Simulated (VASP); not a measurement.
Band structure of MnF$_{2}$ (rutile). All values below come from PBE GGA + U (Dudarev), VASP's PBE PAW potentials (set 64) (plane waves; VASP 6.6.1).

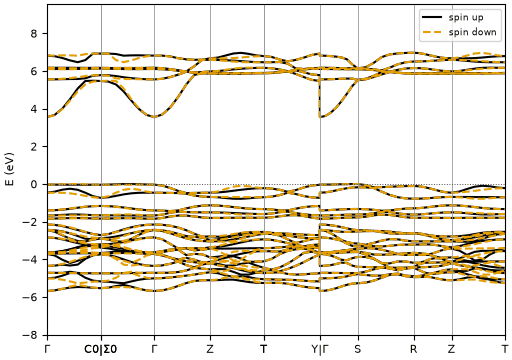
Fig. 1. Bands along high-symmetry lines, zero at the valence-band maximum or, without a gap, the Fermi level

Q: Read the plot: is there a gap, and where are the band edges?

A: The gap is indirect, 3.55 eV, from the valence maximum at S to the conduction minimum at Γ. (Edges off the drawn lines would not show.)

The compound is MnF2 in the rutile structure. It was relaxed first, which changed the volume by +5 %.
